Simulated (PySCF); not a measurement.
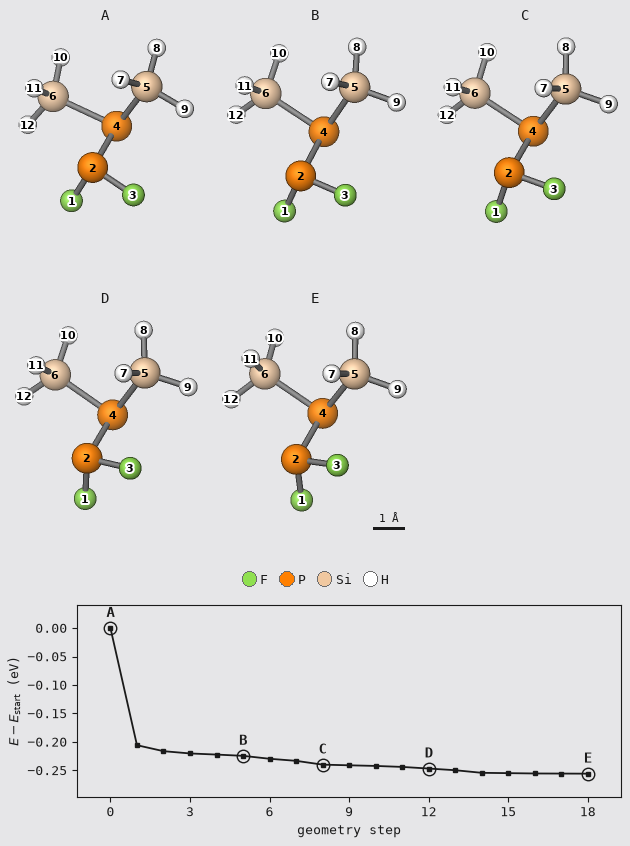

Frames of a relaxation of Si2P2H6F2, marked on the history of the run. The picture is a ball-and-stick view, seen at a tilt.

The start comes from GFN2-xTB. Its atoms were then displaced at random by about 0.01 Å.

The calculation used PBE0-D3(BJ)/def2-SVP geometry optimisation, gas phase in PySCF. 

> Describe the path.

F1 moves most after the best rigid fit: 0.85 Å. Largest moves by element: F 0.85 Å, H 0.46 Å, P 0.38 Å, Si 0.19 Å. Among the contacts that change: P2–P4 2.163 → 2.239 Å, Si5–H7 1.453 → 1.494 Å, Si6–H11 1.458 → 1.496 Å, P4–Si5 2.232 → 2.269 Å. Bond angles that change, for instance: Si5–P4–Si6 102.4° → 95.5°, P2–P4–Si6 90.0° → 95.5°, P4–Si5–H9 105.0° → 109.4°. Groups turn about P2–P4 by about 40°. After 18 geometry steps the energy has fallen by 0.256 eV. From step 0 to 5: F and H atoms move most (0.35 Å), energy −0.225 eV. From step 5 to 8: H7 moves most (0.25 Å), energy −0.015 eV. From step 8 to 12: F1 moves most (0.32 Å), energy −0.007 eV. From step 12 to 18: H atoms move most (0.28 Å), energy −0.009 eV.
